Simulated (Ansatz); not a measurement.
# WH (sextet): trial inputs and their diagnosis at distance W1–H2 = 5.893 Å

3 inputs are run for WH (sextet) as typed; the log has to tell whether the result can be used and what must change.

Computed with Ansatz 0.2.0, Gaussian basis. Level: the settings change from run to run.

14 further runs of the same task are left out: 2 for a known fault of the program, 10 that didn't finish, 2 set aside as unsound or not needed.

### Step 1. What is computed

The geometry derives from a PBE0/def2-TZVP stationary point (not a proven minimum). One bond is set to the value named and the two fragments are kept rigid. No spin-orbit coupling is included. Elements past krypton take def2 core potentials.

2 atoms, charge 0, spin multiplicity 6.

Atoms are counted from 1 here; the program's logs count them from 0.

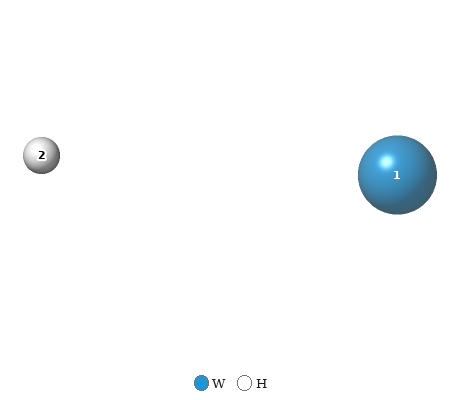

The structure; tungsten blue, hydrogen white; atoms are numbered from 1 in the order of the file.

### Step 2. Try 1

Input file in.yaml:

```yaml
crystal:
  periodic: [false, false, false]
  atoms:
    - {symbol: W, position_ang: [0.000000, 0.000000, 0.000000]}
    - {symbol: H, position_ang: [0.000000, 0.000000, 5.893000]}
basis:
  gaussian: {orbitals: def2-SVP}
magnetization: {spin_polarized: false, initial_magnetization: 6}
correlation: {active_space: {window: {electrons: 9, orbitals: 8}}}
scf: {lower_state_search: full}
output: {forces: true}
```

Launch:

```sh
$ ansatz run in.yaml --threads 1 --pin off --events-out ev --progress --plain --max-ram 2393MiB
```

Output:

```text
Error: a molecule whose nuclei and cores have a total charge of 15 cannot have a net charge of 0 together with 6 unpaired electrons
```

Run time: 0.03 s. Hardware: 1 thread of Arm Neoverse V2, shared host.

What is wrong: The run was refused. The number of unpaired electrons doesn't fit the electron count. To mend it, make charge and initial_magnetization agree.

### Step 3. Try 2

Input file in.yaml:

```yaml
crystal:
  periodic: [false, false, false]
  atoms:
    - {symbol: W, position_ang: [0.000000, 0.000000, 0.000000]}
    - {symbol: H, position_ang: [0.000000, 0.000000, 5.893000]}
basis:
  gaussian: {orbitals: def2-SVP}
magnetization: {spin_polarized: false, initial_magnetization: 5}
correlation: {method: fic_mrcisd_q, electrons: outside_noble_gas, active_space: {window: {electrons: 13, orbitals: 14}}}
```

Same command.

Output:

```text
Functional definition: HF
  name "HF"
  cite "Fock, Z. Phys. 61, 126 (1930) doi:10.1007/BF01340294"
  parent pbe
  exchange = exact_x
  correlation = 0
368 factors; integrals over basis functions are off by at most 3.9e-4 eV
mean field evaluation 1: about -1816.7306 eV, gradient 9.2e0 eV
mean field evaluation 2: about -1816.7306 eV, gradient 9.2e0 eV
mean field evaluation 4: about -1817.7956 eV, gradient 1.9e0 eV
mean field evaluation 8: about -1817.8465 eV, gradient 1.6e-1 eV
mean field evaluation 16: about -1817.8469 eV, gradient 1.3e-2 eV
mean field evaluation 32: about -1817.8235 eV, gradient 3.9e-6 eV
mean field evaluation 64: about -1817.8468 eV, gradient 3.8e-2 eV
mean field evaluation 96: about -1817.8174 eV, gradient 1.2e0 eV
mean field evaluation 128: about -1817.8476 eV, gradient 1.2e-2 eV
mean field evaluation 160: about -1817.8430 eV, gradient 2.8e-1 eV
mean field evaluation 192: about -1817.8345 eV, gradient 9.3e-1 eV
mean field -1817.84692100 eV, -66.8046421659 hartree, gradient 1.1e-6 eV, S^2 8.750000; 16 other end points of the search recorded, 0 dependent functions left out
reference -1817.84692100 eV, -66.8046421659 hartree; 10, 5 occupied and 27, 32 virtual orbitals, 368 factors
```

Run time: 99 s. Hardware: 1 thread of Arm Neoverse V2, shared host.

What is wrong: The run was cut at its time limit. The job is too large for the time given. Cure: a smaller basis or space, or a lower level; a longer limit helps only where the log shows it near its end.

### Step 4. Try 3

Input file in.yaml:

```yaml
crystal:
  periodic: [false, false, false]
  atoms:
    - {symbol: W, position_ang: [0.000000, 0.000000, 0.000000]}
    - {symbol: H, position_ang: [0.000000, 0.000000, 5.893000]}
basis:
  gaussian: {orbitals: def2-TZVPP, point_charges: [{charge: 1.00, position_ang: [3.969, -0.641, -0.010]}]}
magnetization: {spin_polarized: false, initial_magnetization: 5}
correlation: {method: ccsdtq, electrons: all}
output: {forces: true}
```

Launched as before.

Output:

```text
Functional definition: HF
  name "HF"
  cite "Fock, Z. Phys. 61, 126 (1930) doi:10.1007/BF01340294"
  parent pbe
  exchange = exact_x
  correlation = 0
689 factors; integrals over basis functions are off by at most 3.2e-7 eV
mean field evaluation 1: about -1816.9384 eV, gradient 1.2e1 eV
mean field evaluation 2: about -1816.9367 eV, gradient 1.2e1 eV
mean field evaluation 4: about -1818.3667 eV, gradient 2.1e0 eV
mean field evaluation 8: about -1818.4046 eV, gradient 3.7e-1 eV
mean field evaluation 16: about -1818.4070 eV, gradient 5.3e-3 eV
mean field evaluation 32: about -1818.4311 eV, gradient 3.9e-1 eV
mean field evaluation 64: about -1818.4070 eV, gradient 1.9e-2 eV
mean field evaluation 96: about -1818.4070 eV, gradient 2.6e-5 eV
mean field evaluation 128: about -1818.4188 eV, gradient 4.3e-3 eV
mean field evaluation 160: about -1818.4365 eV, gradient 7.4e-3 eV
mean field evaluation 192: about -1818.4364 eV, gradient 2.6e-2 eV
mean field evaluation 224: about -1818.4363 eV, gradient 1.3e-1 eV
mean field evaluation 256: about -1818.4365 eV, gradient 7.2e-2 eV
mean field evaluation 288: about -1818.4290 eV, gradient 2.7e-2 eV
mean field evaluation 320: about -1817.9255 eV, gradient 3.9e0 eV
mean field evaluation 352: about -1818.4140 eV, gradient 6.7e-2 eV
mean field evaluation 384: about -1818.4188 eV, gradient 5.7e-4 eV
mean field evaluation 416: about -1818.4365 eV, gradient 6.7e-4 eV
mean field evaluation 448: about -1818.4127 eV, gradient 9.4e-2 eV
mean field evaluation 480: about -1818.4365 eV, gradient 1.7e-2 eV
mean field evaluation 512: about -1817.4261 eV, gradient 1.3e1 eV
mean field evaluation 544: about -1818.4185 eV, gradient 1.8e-2 eV
mean field evaluation 576: about -1818.3134 eV, gradient 2.1e0 eV
mean field evaluation 608: about -1813.5345 eV, gradient 1.2e1 eV
mean field evaluation 640: about -1816.5861 eV, gradient 3.2e-2 eV
mean field evaluation 672: about -1816.0034 eV, gradient 1.5e-1 eV
mean field evaluation 704: about -1815.8420 eV, gradient 1.4e-2 eV
mean field evaluation 736: about -1816.5884 eV, gradient 7.7e-4 eV
mean field evaluation 768: about -1816.5318 eV, gradient 5.5e-4 eV
mean field evaluation 800: about -1816.2842 eV, gradient 1.2e-3 eV
mean field evaluation 832: about -1813.3858 eV, gradient 1.4e1 eV
mean field evaluation 864: about -1815.3592 eV, gradient 1.0e-1 eV
mean field evaluation 896: about -1818.3929 eV, gradient 5.8e-3 eV
mean field evaluation 928: about -1818.4365 eV, gradient 8.0e-3 eV
mean field evaluation 960: about -1818.4070 eV, gradient 7.3e-3 eV
mean field evaluation 992: about -1816.5318 eV, gradient 4.0e-2 eV
mean field evaluation 1024: about -1816.5315 eV, gradient 8.2e-2 eV
mean field evaluation 1056: about -1816.9928 eV, gradient 2.0e0 eV
mean field evaluation 1088: about -1816.5865 eV, gradient 6.0e-1 eV
mean field evaluation 1120: about -1816.2928 eV, gradient 1.9e0 eV
mean field evaluation 1152: about -1816.5884 eV, gradient 2.7e-2 eV
mean field evaluation 1184: about -1816.2850 eV, gradient 4.4e-2 eV
mean field evaluation 1216: about -1816.2841 eV, gradient 4.3e-3 eV
mean field evaluation 1248: about -1816.1550 eV, gradient 1.4e-1 eV
mean field evaluation 1280: about -1816.1517 eV, gradient 4.6e-1 eV
mean field evaluation 1312: about -1816.0009 eV, gradient 3.8e-1 eV
mean field evaluation 1344: about -1815.9992 eV, gradient 3.8e-1 eV
mean field evaluation 1376: about -1815.9640 eV, gradient 2.2e-1 eV
mean field evaluation 1408: about -1815.9651 eV, gradient 1.6e-1 eV
mean field evaluation 1440: about -1818.4070 eV, gradient 3.2e-2 eV
mean field evaluation 1472: about -1818.4365 eV, gradient 7.8e-4 eV
mean field evaluation 1504: about -1816.5318 eV, gradient 4.1e-4 eV
mean field evaluation 1536: about -1816.3781 eV, gradient 9.9e-1 eV
mean field evaluation 1568: about -1816.2652 eV, gradient 5.1e-1 eV
mean field evaluation 1600: about -1816.5188 eV, gradient 9.0e-1 eV
mean field evaluation 1632: about -1816.1480 eV, gradient 5.6e0 eV
mean field evaluation 1664: about -1816.2840 eV, gradient 7.1e-2 eV
mean field evaluation 1696: about -1816.2566 eV, gradient 1.3e0 eV
mean field evaluation 1728: about -1816.1538 eV, gradient 1.2e-2 eV
mean field evaluation 1760: about -1815.9980 eV, gradient 7.1e-1 eV
mean field evaluation 1792: about -1816.6562 eV, gradient 3.0e0 eV
mean field evaluation 1824: about -1815.9647 eV, gradient 4.9e-2 eV
mean field evaluation 1856: about -1818.4365 eV, gradient 2.8e-3 eV
mean field evaluation 1888: about -1818.4258 eV, gradient 7.8e-1 eV
mean field evaluation 1920: about -1818.3994 eV, gradient 6.7e-2 eV
mean field evaluation 1952: about -1816.5857 eV, gradient 2.3e-2 eV
mean field evaluation 1984: about -1816.4870 eV, gradient 1.2e0 eV
mean field evaluation 2016: about -1816.0252 eV, gradient 3.5e-1 eV
mean field evaluation 2048: about -1815.8495 eV, gradient 2.4e-1 eV
mean field evaluation 2080: about -1816.9441 eV, gradient 2.2e0 eV
mean field evaluation 2112: about -1816.5317 eV, gradient 1.3e-1 eV
mean field evaluation 2144: about -1816.5884 eV, gradient 2.1e-3 eV
mean field evaluation 2176: about -1816.5879 eV, gradient 3.6e-3 eV
mean field evaluation 2208: about -1816.0866 eV, gradient 6.4e0 eV
mean field evaluation 2240: about -1816.2821 eV, gradient 4.3e-1 eV
mean field evaluation 2272: about -1816.1399 eV, gradient 1.5e-1 eV
mean field evaluation 2304: about -1814.2561 eV, gradient 1.1e1 eV
mean field evaluation 2336: about -1814.3247 eV, gradient 9.4e0 eV
mean field evaluation 2368: about -1816.2657 eV, gradient 2.4e-4 eV
mean field -1818.43649976 eV, -66.8263087858 hartree, gradient 1.8e-10 eV, S^2 8.750000; 47 other end points of the search recorded, 0 dependent functions left out
mean field evaluation 2400: about -1818.6631 eV, gradient 1.2e-1 eV
mean field evaluation 2432: about -1818.9010 eV, gradient 2.0e-1 eV
mean field evaluation 2464: about -1818.6654 eV, gradient 4.0e-3 eV
mean field evaluation 2496: about -1816.6680 eV, gradient 1.1e1 eV
mean field evaluation 2528: about -1818.6585 eV, gradient 1.4e-1 eV
mean field evaluation 2560: about -1818.9011 eV, gradient 2.0e-1 eV
mean field evaluation 2592: about -1818.6694 eV, gradient 2.6e0 eV
mean field evaluation 2624: about -1816.5130 eV, gradient 3.1e-1 eV
mean field evaluation 2656: about -1818.6505 eV, gradient 2.0e-1 eV
mean field evaluation 2688: about -1818.8863 eV, gradient 3.0e-1 eV
mean field evaluation 2720: about -1818.6654 eV, gradient 1.1e-4 eV
mean field evaluation 2752: about -1818.8852 eV, gradient 3.0e-1 eV
mean field evaluation 2784: about -1818.6653 eV, gradient 9.1e-2 eV
mean field evaluation 2816: about -1818.9029 eV, gradient 2.8e-1 eV
mean field evaluation 2848: about -1819.7362 eV, gradient 8.5e-2 eV
mean field evaluation 2880: about -1814.3140 eV, gradient 7.3e-1 eV
mean field evaluation 2912: about -1814.3209 eV, gradient 1.4e0 eV
determinant -1818.43649976 eV, -66.8263087858 hartree, with singles and doubles -1827.39899159 eV, -67.1556742853 hartree
determinant -1818.43649672 eV, -66.8263086738 hartree, with singles and doubles -1827.39896376 eV, -67.1556732628 hartree
determinant -1818.41876032 eV, -66.8256568731 hartree, with singles and doubles -1827.38024727 eV, -67.1549854443 hartree
determinant -1818.41872663 eV, -66.8256556353 hartree, with singles and doubles -1827.37879682 eV, -67.1549321413 hartree
determinant -1818.40702306 eV, -66.8252255370 hartree, with singles and doubles -1827.38060466 eV, -67.1549985782 hartree
determinant -1818.40700336 eV, -66.8252248129 hartree, with singles and doubles -1827.38058631 eV, -67.1549979038 hartree
determinant -1818.39356617 eV, -66.8247310052 hartree, with singles and doubles -1827.38273715 eV, -67.1550769459 hartree
determinant -1818.39352645 eV, -66.8247295458 hartree, with singles and doubles -1827.38268040 eV, -67.1550748603 hartree
determinant -1818.39286643 eV, -66.8247052904 hartree, with singles and doubles -1827.38302700 eV, -67.1550875974 hartree
determinant -1816.58844693 eV, -66.7583940967 hartree, with singles and doubles -1825.39912250 eV, -67.0821804520 hartree
determinant -1816.58837086 eV, -66.7583913011 hartree, with singles and doubles -1825.39908077 eV, -67.0821789183 hartree
determinant -1816.58616497 eV, -66.7583102365 hartree, with singles and doubles -1825.40668004 eV, -67.0824581863 hartree
determinant -1816.53182894 eV, -66.7563134239 hartree, with singles and doubles -1825.33244008 eV, -67.0797299183 hartree
determinant -1816.53179622 eV, -66.7563122215 hartree, with singles and doubles -1825.33240325 eV, -67.0797285648 hartree
determinant -1816.28424174 eV, -66.7472147622 hartree, with singles and doubles -1825.22520084 eV, -67.0757889488 hartree
determinant -1816.28411567 eV, -66.7472101293 hartree, with singles and doubles -1825.22506888 eV, -67.0757840995 hartree
determinant -1816.26573343 eV, -66.7465345945 hartree, with singles and doubles -1825.25665892 eV, -67.0769450119 hartree
determinant -1816.26570840 eV, -66.7465336745 hartree, with singles and doubles -1825.25660592 eV, -67.0769430641 hartree
determinant -1816.15405530 eV, -66.7424304989 hartree, with singles and doubles -1825.09116177 eV, -67.0708631038 hartree
determinant -1816.15385169 eV, -66.7424230164 hartree, with singles and doubles -1825.09095291 eV, -67.0708554283 hartree
determinant -1816.02497450 eV, -66.7376868671 hartree, with singles and doubles -1824.99997061 eV, -67.0675118906 hartree
determinant -1816.00371168 eV, -66.7369054726 hartree, with singles and doubles -1824.92631389 eV, -67.0648050559 hartree
determinant -1816.00363425 eV, -66.7369026273 hartree, with singles and doubles -1824.92624056 eV, -67.0648023612 hartree
determinant -1815.96448245 eV, -66.7354638252 hartree, with singles and doubles -1824.96099794 eV, -67.0660796713 hartree
determinant -1815.96438652 eV, -66.7354602997 hartree, with singles and doubles -1824.96150215 eV, -67.0660982005 hartree
determinant -1815.84913532 eV, -66.7312248962 hartree, with singles and doubles -1824.75288497 eV, -67.0584316606 hartree
determinant -1815.84205443 eV, -66.7309646782 hartree, with singles and doubles -1824.74936489 eV, -67.0583023000 hartree
determinant -1815.36019174 eV, -66.7132565511 hartree, with singles and doubles -1823.94463781 eV, -67.0287291256 hartree
determinant -1815.07240151 eV, -66.7026804554 hartree, with singles and doubles -1823.25426965 eV, -67.0033585635 hartree
Error: SIGTERM received: run cancelled behind 2924 evaluations of the mean field
```

Wall time 79 s (1 thread of Arm Neoverse V2, shared host).

Diagnosis: The run was cut at its time limit. The job is too large for the time given. Cure: a smaller basis or space, or a lower level; a longer limit helps only where the log shows it near its end.

### Step 5. How the runs ended

```
try                      level                  ended                                                            cause    time
  1       CASSCF(9,8)/def2-SVP                refused  the number of unpaired electrons doesn't fit the electron count  0.03 s
  2   MRCISD+Q(13,14)/def2-SVP  cut at its time limit                          the job is too large for the time given    99 s
  3  CCSDTQ on ROHF/def2-TZVPP  cut at its time limit                          the job is too large for the time given    79 s
```

1 refused, 2 cut at its time limit.
